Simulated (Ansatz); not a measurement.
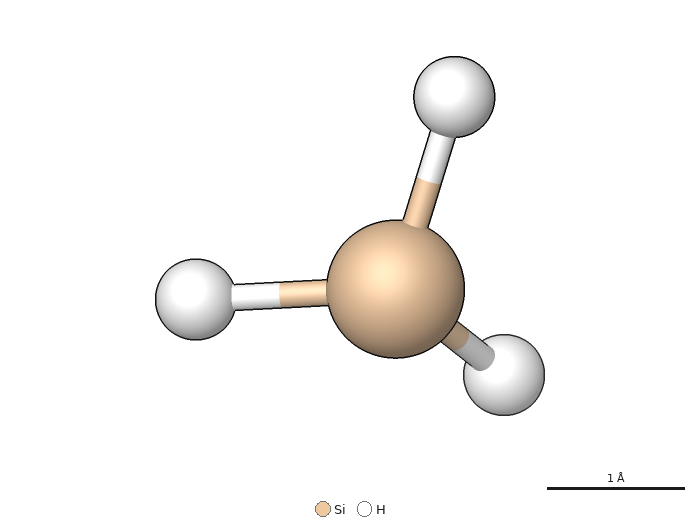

Every bond is drawn as one stick, whatever its order.

State: neutral, doublet. Computed geometry: PBE0-D4/def2-TZVP optimisation.

Description:

The molecule is SiH3. The point group is C3v. It is an open-shell species. Coordination: 1 Si trigonal pyramidal.

More results for the same structure follow; atom numbers are the same in all pictures, views and colours differ.

### Electronic properties

Method: UKS B3LYP-D4/def2-TZVPP (Ansatz 0.2.0).

> Give the ⟨S²⟩ of the determinant at this level.

0.752.

### Thermal motion

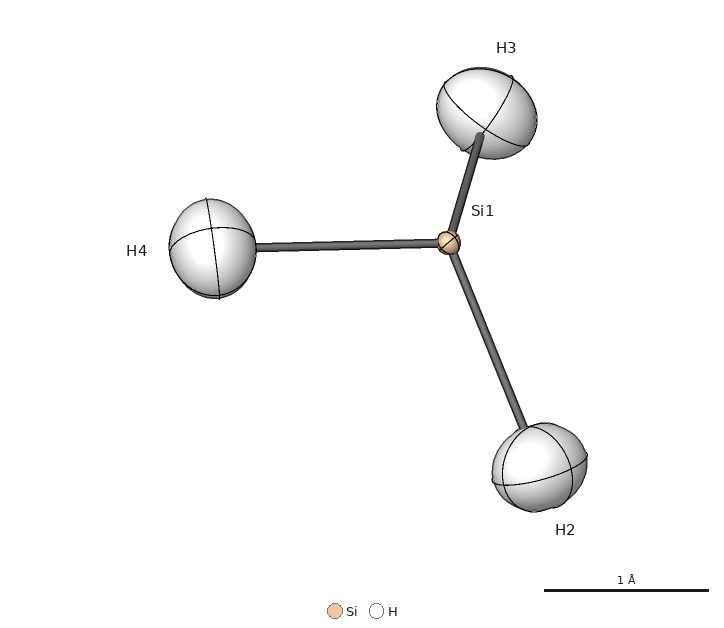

Displacement ellipsoids at the 50 % level, enlarged 2 times, from the internal vibrations of the free molecule (harmonic, no overall translation or rotation; no half-axis is drawn under 0.075 Å). Vibrations computed with UKS PBE0-D4/def2-TZVP (Ansatz 0.2.0). Temperature: 200 K.

> Which atom has the largest mean-square displacement?

H2, H3, H4, with U_eq = 0.0086 Å².

List U_eq and the three principal root-mean-square amplitudes for each kind of atom.

```tsv
atom	U_eq (Å²)	rms amplitudes (Å)
Si1	0.00005	0.006, 0.006, 0.009
H2, H3, H4	0.0086	0.085, 0.089, 0.103
```

### Charges

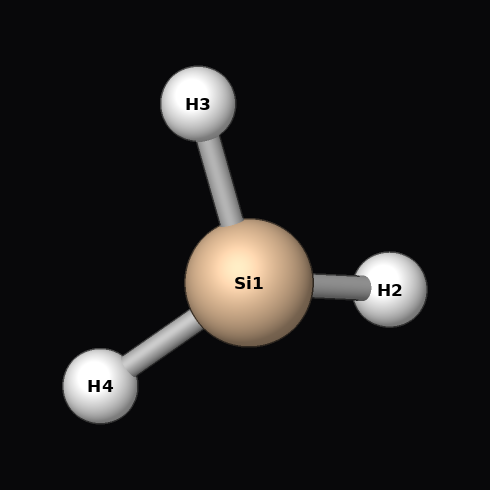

The questions are on Mulliken charges. Level of theory: UKS PBE0-D4/def2-TZVP (Ansatz 0.2.0).

Give the Mulliken charges atom by atom.

```
atom  value (e)
 Si1      −0.01
  H2       0.00
  H3       0.00
  H4       0.00
```

Mulliken values depend strongly on the basis set and can even reverse the polarity of a bond.
